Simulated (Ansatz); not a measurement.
# How well the gap of SrHgGeSe4 (Ama2) can be computed

Wanted: the gap of SrHgGeSe4 (Ama2) by functionals, hybrids and G0W0, carried to the basis limit, with what remains uncertain.

Method: density functionals, hybrids, G0W0, plane waves, PAW, in Ansatz 0.2.0.

### Step 1. Set-up

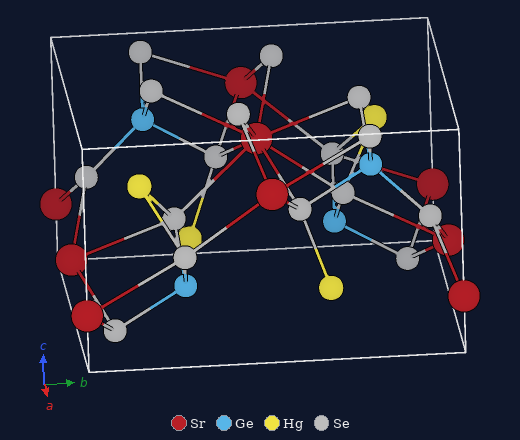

Start, viewed slightly off an axis; strontium red, germanium blue, mercury yellow, selenium light grey. This picture shows the conventional cell, with its axes. Some periodic images of atoms are drawn too.

Coordinates:

```cif
data_structure
_symmetry_space_group_name_H-M 'Ama2'
_symmetry_Int_Tables_number 40
_cell_length_a 10.8375
_cell_length_b 10.7456
_cell_length_c 6.6377
_cell_angle_alpha 90.000
_cell_angle_beta 90.000
_cell_angle_gamma 90.000
_cell_volume 773.00
loop_
_atom_site_label
_atom_site_type_symbol
_atom_site_symmetry_multiplicity
_atom_site_Wyckoff_symbol
_atom_site_fract_x
_atom_site_fract_y
_atom_site_fract_z
_atom_site_occupancy
Sr1 Sr 4 a 0.00000 0.00000 0.25320 1
Ge1 Ge 4 b 0.25000 0.21820 0.73760 1
Hg1 Hg 4 b 0.25000 0.83295 0.69392 1
Se1 Se 8 c 0.07626 0.73048 0.45200 1
Se2 Se 4 b 0.25000 0.40890 0.55350 1
Se3 Se 4 b 0.25000 0.06440 0.49300 1
```

The start is a cell from the Crystallography Open Database. Spin-orbit coupling is left out unless a step names it.

### Step 2. Relaxing the structure

Gaps follow bond lengths, so the structure is brought to rest first.

This step: DFT, PBE, plane waves, PAW; PAW set soft_1.

input.yaml reads:

```yaml
crystal:
  lattice:
    - [10.8375, 0.0, 0.0]
    - [0.0, 5.3728, 3.31885]
    - [0.0, -5.3728, 3.31885]
  atoms:
    - { symbol: Sr, position: [0.0, 0.2532, 0.2532] }
    - { symbol: Sr, position: [0.5, 0.2532, 0.2532] }
    - { symbol: Ge, position: [0.25, 0.9558, 0.5194] }
    - { symbol: Ge, position: [0.75, 0.5194, 0.9558] }
    - { symbol: Hg, position: [0.25, 0.52687, 0.86097] }
    - { symbol: Hg, position: [0.75, 0.86097, 0.52687] }
    - { symbol: Se, position: [0.07626, 0.18248, 0.72152] }
    - { symbol: Se, position: [0.92374, 0.72152, 0.18248] }
    - { symbol: Se, position: [0.42374, 0.18248, 0.72152] }
    - { symbol: Se, position: [0.57626, 0.72152, 0.18248] }
    - { symbol: Se, position: [0.25, 0.9624, 0.1446] }
    - { symbol: Se, position: [0.75, 0.1446, 0.9624] }
    - { symbol: Se, position: [0.25, 0.5574, 0.4286] }
    - { symbol: Se, position: [0.75, 0.4286, 0.5574] }
kpoints:
  mp_grid: { grid: [2, 4, 4] }
hamiltonian:
  xc: pbe
  pseudopotentials: { kind: paw, azcp: { folder: soft_1 } }
scf:
  occupations: { method: fermi_dirac, width: 0.02 }
relax:
  f_tol: 0.02
  max_steps: 60
output:
  write_density: true
  write_potential: true
  elf: true
  volumetric_format: npy
```

Run with:

```
> ansatz run input.yaml --threads 2 --pin off --max-ram 92160MiB --backend cuda --events-out ev --progress --plain --runs-dir out --devices 1 --max-vram 13GiB
```

Numbers of over 12 decimals in the logs are rounded to 6 here.

Log:

```text
GPUs: using 1 of 1 available (devices: 1).
Engine: ansatz 0.2.0, x86_64-unknown-linux-gnu
Pseudopotentials: kind: paw
Pseudopotential: Sr, paw, valence charge 10, recommended cutoff 420 eV (normal), soft_1/Sr.paw.azcp
Pseudopotential: Ge, paw, valence charge 14, recommended cutoff 420 eV (normal), soft_1/Ge.paw.azcp
Pseudopotential: Hg, paw, valence charge 20, recommended cutoff 420 eV (normal), soft_1/Hg.paw.azcp
Pseudopotential: Se, paw, valence charge 16, recommended cutoff 420 eV (normal), soft_1/Se.paw.azcp
Functional definition: PBE
  parameter kappa = 0.804
  parameter beta = 0.066725
  exchange = pbe_x(kappa = kappa, mu = beta*pi^2/3)
  correlation = pbe_c(beta = beta)
device memory: the entry about to start is reckoned to put 4.4 GiB on a device that reports 47.5 GiB free (of which the cap on the GPU budget leaves the run 13.0 GiB)
GPU FFT provider: cuFFT
GPU libraries: cuBLAS 13.8.2, cuFFT 12.4.0, cuSOLVER 12.3.4
Crystal: 14 atoms, lattice volume = 386.498 Å³
Basis set: ecut = 420 eV, 7535 PW (Γ), exchange–correlation on 150×90×90 points (8 copies of the dense FFT grid, shifted against one another)
Bands: 130, of which v1, the nominal top of the filled ones, is band 108 counted from 1 (107 counted from 0)
Symmetry: 4 space group operations
Space group: Ama2 (ITA 40), of the structure as read, at distance tolerance 7.3e-5 Å
k-points: 14 of 32 (time reversal used)
Non-local potential: Sr, projectors of the file, l = 0: 3, l = 1: 2, l = 2: 2
Non-local potential: Ge, projectors of the file, l = 0: 2, l = 1: 2, l = 2: 3, l = 3: 1
Non-local potential: Hg, projectors of the file, l = 0: 3, l = 1: 2, l = 2: 2, l = 3: 1
Non-local potential: Se, projectors of the file, l = 0: 2, l = 1: 2, l = 2: 3, l = 3: 1
PAW form: soft (Blöchl's): semilocal exchange-correlation on the pseudo side does not see the compensation charge
PAW one-centre angular grid: Sr, 110 points (default); XC on 64 Gauss nodes
PAW one-centre angular grid: Ge, 590 points (default); XC on 64 Gauss nodes
PAW one-centre angular grid: Hg, 590 points (default); XC on 64 Gauss nodes
PAW one-centre angular grid: Se, 590 points (default); XC on 64 Gauss nodes
Initial density: superposition of atomic densities (chi_scale 0.1, normalization cell, long waves kept (reshape's long-wave potential 0.01 eV rms))
Initial wavefunctions: pseudopotential atomic-orbital guess
GPU buffer pool allocated for 151875 grid points (all kernels)
GPU transforms: local potential and band sums: pruned to the plane-wave sphere, on 75×45×45
Functional: x = pbe(κ = 0.804, μ = 0.219515), c = pbe(β = 0.066725)
SCF iter   1: F=—  HF=-87077.000498 eV  |F-HF|=—  |Δ(HF+E_count)|=         —  Δρ=4.02e-2  dr2=1.10e1  ethr=3.10e-3  ⟨swp⟩=7.7  Hψ=7677  notcnv=0  defer=30
[...]
NSCF: frozen V_eff on 14 k-points
[...]
SCF converged after 5 iterations
Free energy (F): -87073.125918 eV
Harris-Foulkes:  -87073.125918 eV  (|F-HF|=1.95e-8)
Internal energy: -87073.125918 eV  (E = F + TS)
E sigma→0 (E₀):  -87073.125918 eV
Fermi energy:    7.895477 eV
--- Per-component energies (eV) ---
  E_band       = -4663.883985
  E_kinetic    = 2688.143996
  E_local      = -36331.414970  (includes V_loc(G=0)·N_el)
  E_nonlocal   = -1765.282818
  E_hartree    = 17748.850780
  E_xc         = -1596.773914
  E_vxc        = -1665.359824  (∫ρ·V_xc dr)
  E_paw        = -46364.832157  (= ΣΔE_a)
  E_vpaw       = -3087.661615  (= ΣTr[D̂ρ^β])
  E_aug_tail   = -0.001997  (compensation charges beyond the density's cutoff)
  E_ewald      = -21451.814838
  E_smearing   = -0.000000  (= −TS)
  E_closure    = -0.000000  (closes the sum)
  Σ components = -87073.125918   (vs F -87073.125918, Δ=0.00e0)
--- Forces (eV/Å), atoms counted from 1 ---
  atom   1  Sr     0.00000000    -0.00000000     0.00019802
  atom   2  Sr     0.00000000     0.00000000     0.00019802
  atom   3  Ge     0.00000000    -0.00678122    -0.00135527
  atom   4  Ge     0.00000000     0.00678122    -0.00135527
  atom   5  Hg     0.00000000     0.01134513     0.00062593
  atom   6  Hg     0.00000000    -0.01134513     0.00062593
  atom   7  Se    -0.00775951    -0.00005548    -0.00124971
  atom   8  Se     0.00775951     0.00005548    -0.00124971
  atom   9  Se     0.00775951    -0.00005548    -0.00124971
  atom  10  Se    -0.00775951     0.00005548    -0.00124971
  atom  11  Se    -0.00000000    -0.00138218     0.00082396
  atom  12  Se    -0.00000000     0.00138218     0.00082396
  atom  13  Se     0.00000000     0.00375644     0.00217883
  atom  14  Se     0.00000000    -0.00375644     0.00217883
  max |Σ_I F_I| component: 5.59e-5 eV/Å
--- Band table (eV; the first three rows and the last of 14) ---
  k-point 0: bands = [... 104 lower, 6.7826, 6.8013, 6.8799, 6.9264, 8.7160, 9.2278, 9.6713, 10.1798, ... 18 higher]
  k-point 1: bands = [... 104 lower, 6.4175, 6.6322, 6.7617, 6.9232, 8.6039, 9.3892, 9.7505, 10.2206, ... 18 higher]
  k-point 2: bands = [... 104 lower, 6.3774, 6.6322, 6.6962, 6.7484, 8.7042, 9.3255, 9.4416, 10.0280, ... 18 higher]
  k-point 13: bands = [... 104 lower, 6.5275, 6.5275, 7.1981, 7.1981, 9.0327, 9.0327, 10.0680, 10.0680, ... 18 higher]
--- Relaxed structure (4 steps of the walk, 4 accepted, 0 SCFs on fresh bases) ---
  F+E_penalty+E_count = -87073.12591768 eV   max|allowed force component| = 1.135e-2 eV/Å
  atoms:
    - { symbol: Sr, position: [0, 0.256043, 0.256043] }
    - { symbol: Sr, position: [0.500000, 0.256043, 0.256043] }
    - { symbol: Ge, position: [0.250000, 0.956789, 0.519579] }
    - { symbol: Ge, position: [0.75, 0.519579, 0.956789] }
    - { symbol: Hg, position: [0.250000, 0.528069, 0.855619] }
    - { symbol: Hg, position: [0.75, 0.855619, 0.528069] }
    - { symbol: Se, position: [0.073052, 0.182814, 0.723779] }
    - { symbol: Se, position: [0.926948, 0.723779, 0.182814] }
    - { symbol: Se, position: [0.426948, 0.182814, 0.723779] }
    - { symbol: Se, position: [0.573052, 0.723779, 0.182814] }
    - { symbol: Se, position: [0.250000, 0.972884, 0.144195] }
    - { symbol: Se, position: [0.75, 0.144195, 0.972884] }
    - { symbol: Se, position: [0.250000, 0.550143, 0.417889] }
    - { symbol: Se, position: [0.75, 0.417889, 0.550143] }
```

Elapsed: 16 s, on 1 × NVIDIA H100 80GB HBM3 (shared by 6 runs) with 2 threads of AMD EPYC 7R13 (Zen 3), shared host; peak memory 1.4 GiB.

The steps of the relaxation:

| step | energy less that of the first step (eV) | largest force component (eV/Å) |
| --- | --- | --- |
| 1 | 0.0000 | 0.4433 |
| 2 | -0.0715 | 0.1320 |
| 3 | -0.0811 | 0.0331 |
| 4 | -0.0819 | 0.0113 |

The run keeps the 4 symmetry operations that it works with, so distortions that break them were not tested.

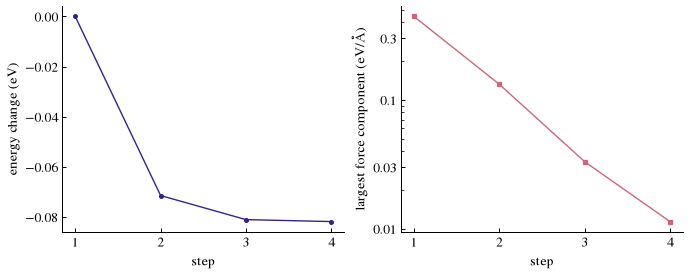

Energy and largest force along the relaxation.

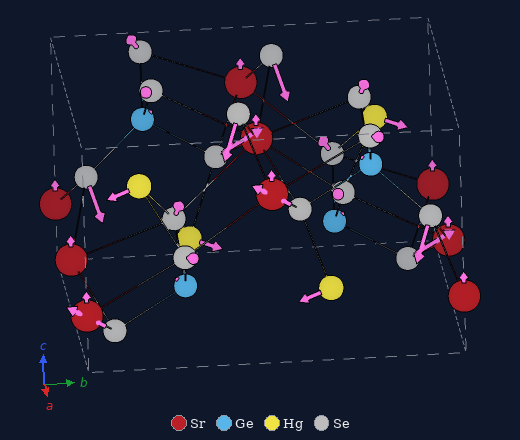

Displacements in the relaxation, exaggerated; the longest in the cell stands for 0.07 Å. Some periodic images of atoms are drawn too.

The atoms that moved most (Å):

| atom | dx | dy | dz | length |
| --- | --- | --- | --- | --- |
| Se11 | 0.000 | 0.059 | 0.033 | 0.067 |
| Se12 | 0.000 | -0.059 | 0.033 | 0.067 |
| Se13 | 0.000 | 0.019 | -0.060 | 0.062 |
| Se14 | 0.000 | -0.019 | -0.060 | 0.062 |
| Hg6 | 0.000 | -0.035 | -0.014 | 0.038 |
| Hg5 | 0.000 | 0.035 | -0.014 | 0.038 |
| Se10 | -0.035 | 0.010 | 0.009 | 0.037 |
| Se7 | -0.035 | -0.010 | 0.009 | 0.037 |

### Step 3. PBE bands

The cheap functional maps the bands first; the places of the edges decide which points the dearer methods must see.

input.yaml reads:

```yaml
crystal:
  lattice:
    - [10.8375, 0.0, 0.0]
    - [0.0, 5.3728, 3.31885]
    - [0.0, -5.3728, 3.31885]
  atoms:
    - { symbol: Sr, position: [0.0, 0.2560433466, 0.2560433466] }
    - { symbol: Sr, position: [0.5, 0.2560433466, 0.2560433466] }
    - { symbol: Ge, position: [0.25, 0.9567885199, 0.5195787844] }
    - { symbol: Ge, position: [0.75, 0.5195787844, 0.9567885199] }
    - { symbol: Hg, position: [0.25, 0.5280692319, 0.8556187453] }
    - { symbol: Hg, position: [0.75, 0.8556187453, 0.5280692319] }
    - { symbol: Se, position: [0.0730524407, 0.1828143308, 0.7237791204] }
    - { symbol: Se, position: [0.9269475593, 0.7237791204, 0.1828143308] }
    - { symbol: Se, position: [0.4269475593, 0.1828143308, 0.7237791204] }
    - { symbol: Se, position: [0.5730524407, 0.7237791204, 0.1828143308] }
    - { symbol: Se, position: [0.25, 0.9728837483, 0.1441951116] }
    - { symbol: Se, position: [0.75, 0.1441951116, 0.9728837483] }
    - { symbol: Se, position: [0.25, 0.5501429265, 0.4178893364] }
    - { symbol: Se, position: [0.75, 0.4178893364, 0.5501429265] }
kpoints:
  mp_grid: { grid: [2, 4, 4] }
  band_path:
    path:
      - [[0.0, 0.0, 0.0], [0.0, 0.5, -0.5], [0.0, 0.65460757, -0.34539243]]
      - [[0.0, 0.34539243, 0.34539243], [0.0, 0.0, 0.0], [0.5, 0.0, 0.0], [0.5, 0.34539243, 0.34539243]]
      - [[0.5, 0.65460757, -0.34539243], [0.5, 0.5, -0.5], [0.0, 0.5, -0.5]]
      - [[0.0, 0.0, 0.0], [0.0, 0.5, 0.0], [0.5, 0.5, 0.0], [0.5, 0.0, 0.0], [0.5, 0.5, -0.5]]
    npoints: 10
hamiltonian:
  xc: pbe
  pseudopotentials: { kind: paw, azcp: { folder: soft_1 } }
scf:
  occupations: { method: fermi_dirac, width: 0.02 }
  n_extra_bands: 8
output:
  eigenvalues: true
  forces: true
  stress: true
  write_density: true
  write_potential: true
  elf: true
  volumetric_format: npy
```

Log:

```text
[...]
GPUs: using 1 of 1 available (devices: 1).
[...]
GPU FFT provider: cuFFT
GPU libraries: cuBLAS 13.8.2, cuFFT 12.4.0, cuSOLVER 12.3.4
Crystal: 14 atoms, lattice volume = 386.498 Å³
Basis set: ecut = 420 eV, 7535 PW (Γ), exchange–correlation on 150×90×90 points (8 copies of the dense FFT grid, shifted against one another)
Bands: 116, of which v1, the nominal top of the filled ones, is band 108 counted from 1 (107 counted from 0)
Symmetry: 4 space group operations
[...]
k-points: 14 of 32 (time reversal used)
[...]
GPU buffer pool allocated for 151875 grid points (all kernels)
[...]
SCF iter   1: F=—  HF=-87077.248241 eV  |F-HF|=—  |Δ(HF+E_count)|=         —  Δρ=4.06e-2  dr2=1.16e1  ethr=3.10e-3  ⟨swp⟩=7.9  Hψ=7088  notcnv=0  defer=1
[...]
SCF iter  12: F=-87073.125918 eV  HF=-87073.125918 eV  |F-HF|=3.56e-8  |Δ(HF+E_count)|=   2.15e-8  Δρ=2.03e-6  dr2=2.28e-8  ethr=4.63e-11  ⟨swp⟩=17.8  Hψ=17576  notcnv=0
SCF 1 converged in 12 iterations: F = -87073.125918 eV  dr2 = 2.28e-8
[...]
NSCF: frozen V_eff on 114 k-points
SCF converged after 12 iterations
Free energy (F): -87073.125918 eV
[...]
Internal energy: -87073.125918 eV  (E = F + TS)
E sigma→0 (E₀):  -87073.125918 eV
Fermi energy:    7.895485 eV
[...]
--- Forces (eV/Å), atoms counted from 1 ---
  atom   1  Sr     0.00000000    -0.00000000     0.00021770
  atom   2  Sr     0.00000000     0.00000000     0.00021770
  atom   3  Ge     0.00000000    -0.00675702    -0.00136082
  atom   4  Ge     0.00000000     0.00675702    -0.00136082
  atom   5  Hg     0.00000000     0.01133323     0.00062630
  atom   6  Hg     0.00000000    -0.01133323     0.00062630
  atom   7  Se    -0.00775570    -0.00004687    -0.00125242
  atom   8  Se     0.00775570     0.00004687    -0.00125242
  atom   9  Se     0.00775570    -0.00004687    -0.00125242
  atom  10  Se    -0.00775570     0.00004687    -0.00125242
  atom  11  Se    -0.00000000    -0.00138081     0.00081958
  atom  12  Se    -0.00000000     0.00138081     0.00081958
  atom  13  Se     0.00000000     0.00375483     0.00217236
  atom  14  Se     0.00000000    -0.00375483     0.00217236
  max |Σ_I F_I| component: 5.94e-5 eV/Å
--- Stress (GPa, compression-positive) ---
        1.850225      -0.000000      -0.000000
       -0.000000       1.745833       0.000000
       -0.000000       0.000000       2.142481
  P = ⅓ Tr σ = 1.9128 GPa (19.128 kbar)
--- Band table (eV; the first three rows and the last of 14) ---
  k-point 0: bands = [... 104 lower, 6.7826, 6.8014, 6.8799, 6.9265, 8.7161, 9.2278, 9.6713, 10.1798, ... 4 higher]
  k-point 1: bands = [... 104 lower, 6.4175, 6.6322, 6.7617, 6.9232, 8.6039, 9.3892, 9.7505, 10.2206, ... 4 higher]
  k-point 2: bands = [... 104 lower, 6.3774, 6.6323, 6.6962, 6.7484, 8.7042, 9.3255, 9.4417, 10.0280, ... 4 higher]
  k-point 13: bands = [... 104 lower, 6.5275, 6.5275, 7.1981, 7.1981, 9.0328, 9.0328, 10.0680, 10.0680, ... 4 higher]
```

Wall time 18 s (1 × NVIDIA H100 80GB HBM3 (shared by 6 runs) with 2 threads); peak memory 1.4 GiB; 24 s of CPU time.

In the SCF lines HF is the Harris–Foulkes energy and dr2 the Hartree energy of the density residual, in eV; the loop may stop once dr2 is under the threshold and the program's other checks hold. Hψ counts applications of the Hamiltonian.

Numbers from this step:

```yaml
pressure: 1.913 GPa
filled_bands: 108
gap: 1.100 eV
valence_top_at: Y
conduction_bottom_at: Y
least_direct_gap: 1.100 eV
```

The gap is direct, at (0.000, 0.500, -0.500).

The electronic bands at the labelled points (eV, zero at the top of the highest nominally filled band):

| point | band 105 | band 106 | band 107 | band 108 | band 109 | band 110 | band 111 | band 112 |
| --- | --- | --- | --- | --- | --- | --- | --- | --- |
| Γ | -0.56 | -0.54 | -0.47 | -0.42 | 1.37 | 1.88 | 2.33 | 2.83 |
| Y | -0.51 | -0.44 | -0.23 | 0.00 | 1.10 | 2.11 | 2.57 | 2.71 |
| F0 | -0.67 | -0.55 | -0.37 | -0.35 | 1.55 | 1.71 | 2.04 | 2.63 |
| jump to Δ0 | -0.67 | -0.55 | -0.37 | -0.35 | 1.55 | 1.71 | 2.04 | 2.63 |
| Γ | -0.56 | -0.54 | -0.47 | -0.42 | 1.37 | 1.88 | 2.33 | 2.83 |
| Z | -0.63 | -0.63 | -0.55 | -0.55 | 1.89 | 1.89 | 2.42 | 2.42 |
| B0 | -0.72 | -0.72 | -0.44 | -0.44 | 1.66 | 1.66 | 2.30 | 2.30 |
| jump to G0 | -0.72 | -0.72 | -0.44 | -0.44 | 1.66 | 1.66 | 2.30 | 2.30 |
| T | -0.82 | -0.82 | -0.15 | -0.15 | 1.69 | 1.69 | 2.72 | 2.72 |
| Y | -0.51 | -0.44 | -0.23 | 0.00 | 1.10 | 2.11 | 2.57 | 2.71 |
| jump to Γ | -0.56 | -0.54 | -0.47 | -0.42 | 1.37 | 1.88 | 2.33 | 2.83 |
| S | -0.97 | -0.71 | -0.65 | -0.60 | 1.36 | 1.98 | 2.10 | 2.68 |
| R | -0.99 | -0.67 | -0.67 | -0.58 | 1.56 | 1.90 | 2.05 | 2.67 |
| Z | -0.63 | -0.63 | -0.55 | -0.55 | 1.89 | 1.89 | 2.42 | 2.42 |
| T | -0.82 | -0.82 | -0.15 | -0.15 | 1.69 | 1.69 | 2.72 | 2.72 |

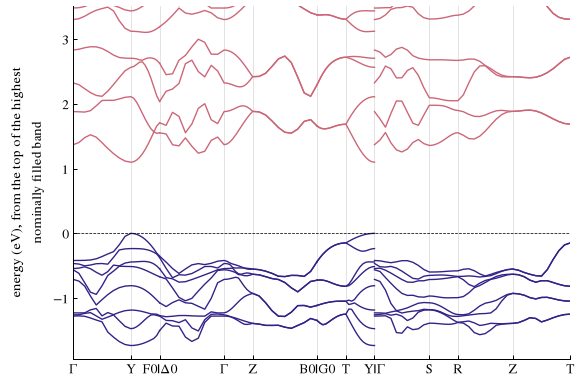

Electronic bands along the path; lines of filled and empty bands in two colours.

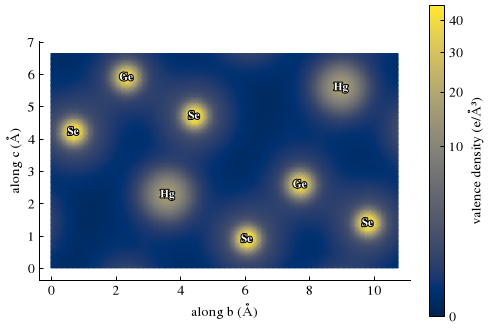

Valence density in the bc plane of the conventional cell at fractional x = 0.250, with atoms of Ge and Hg and Se within 0.2 Å of it. It is the smooth field of the valence electrons, not physical close to the nuclei. The map starts off the cell's origin, so that atoms lie inside it. The colour scale is stretched toward low values.

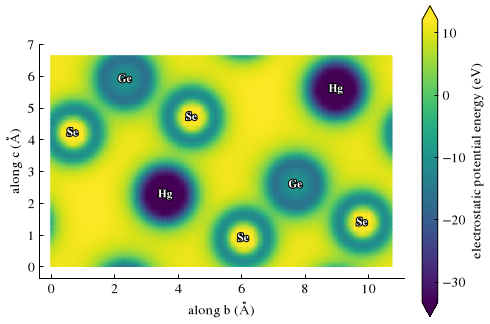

Electrostatic potential energy in the bc plane of the conventional cell at fractional x = 0.250, with atoms of Ge and Hg and Se within 0.2 Å of it. With pseudopotentials it is smooth inside the atoms' cores, unlike the true potential. The map starts off the cell's origin, so that atoms lie inside it.

### Step 4. LDA

A second semilocal functional shows how much of the gap hangs on that choice alone.

This step: DFT, LDA, plane waves, PAW; PAW set soft_1.

Changes to input.yaml since step 3:

```diff
@@ -24,12 +24,16 @@
     path:
-      - [[0.0, 0.0, 0.0], [0.0, 0.5, -0.5], [0.0, 0.65460757, -0.34539243]]
-      - [[0.0, 0.34539243, 0.34539243], [0.0, 0.0, 0.0], [0.5, 0.0, 0.0], [0.5, 0.34539243, 0.34539243]]
-      - [[0.5, 0.65460757, -0.34539243], [0.5, 0.5, -0.5], [0.0, 0.5, -0.5]]
-      - [[0.0, 0.0, 0.0], [0.0, 0.5, 0.0], [0.5, 0.5, 0.0], [0.5, 0.0, 0.0], [0.5, 0.5, -0.5]]
-    npoints: 10
+      - [0.0, 0.0, 0.0]
+      - [0.0, 0.5, -0.5]
+      - [0.0, 0.65460757, -0.34539243]
+      - [0.0, 0.34539243, 0.34539243]
+      - [0.5, 0.0, 0.0]
+      - [0.5, 0.34539243, 0.34539243]
+      - [0.5, 0.65460757, -0.34539243]
+      - [0.5, 0.5, -0.5]
+    npoints: 1
 hamiltonian:
-  xc: pbe
-  pseudopotentials: { kind: paw, azcp: { folder: soft_1 } }
+  xc: lda
+  pseudopotentials: { kind: paw, azcp: { folder: soft_1 }, xc_functional: pbe }
 scf:
-  occupations: { method: fermi_dirac, width: 0.02 }
+  occupations: { method: fixed }
   n_extra_bands: 8
@@ -39,5 +43 @@
   stress: true
-  write_density: true
-  write_potential: true
-  elf: true
-  volumetric_format: npy
```

Log:

```text
[...]
GPUs: using 1 of 1 available (devices: 1).
[...]
GPU FFT provider: cuFFT
GPU libraries: cuBLAS 13.8.2, cuFFT 12.4.0, cuSOLVER 12.3.4
Crystal: 14 atoms, lattice volume = 386.498 Å³
Basis set: ecut = 420 eV, 7535 PW (Γ)
Bands: 116, of which v1, the nominal top of the filled ones, is band 108 counted from 1 (107 counted from 0)
Symmetry: 4 space group operations
[...]
k-point 0: bands = [... 104 lower, 6.4796, 6.4829, 6.5729, 6.6282, 8.2255, 8.8114, 9.2459, 9.7789, ... 4 higher]
  k-point 1: bands = [... 104 lower, 6.1020, 6.3260, 6.4574, 6.6126, 8.1722, 8.9794, 9.3064, 9.8043, ... 4 higher]
  k-point 2: bands = [... 104 lower, 6.0690, 6.3162, 6.3714, 6.4387, 8.2819, 8.9053, 9.0265, 9.6088, ... 4 higher]
  k-point 13: bands = [... 104 lower, 6.2125, 6.2125, 6.8909, 6.8909, 8.6212, 8.6212, 9.6378, 9.6378, ... 4 higher]
[key lines of the parts left out:]
SCF converged after 11 iterations
Free energy (F): -85445.052901 eV
Fermi energy:    7.043341 eV
P = ⅓ Tr σ = -2.4587 GPa (-24.587 kbar)
```

Elapsed: 18 s, on 1 × NVIDIA H100 80GB HBM3 (shared by 6 runs) with 2 threads; peak memory 1.1 GiB; 9.5 s of CPU time.

This step gave:

```
pressure             : -2.459 GPa
gap                  : 0.9709 eV
valence top at       : Y
conduction bottom at : Y
least direct gap     : 0.9709 eV
```

The gap stands −0.13 eV against PBE.

(Part 1 of 3 ends here.)

[Paths, hosts, dates, memory and timing lines, banners, echoed tables and standing remarks are left out of the program output.]

[Logs are printed without paths, hosts, clocks, repeated set-up lines and the standing remarks that a program may print on its own settings, such as how far it seeks lower states.]

[Runs of the session that timed out or met a known fault of the program may be left out.]

[Cells called generated may have been cut or substituted from an entry of the Crystallography Open Database or the Materials Project.]

[Hosts, paths, dates, database ids (printed as entryN), source tags and the programs' standing remarks are cut or masked in the printed files.]
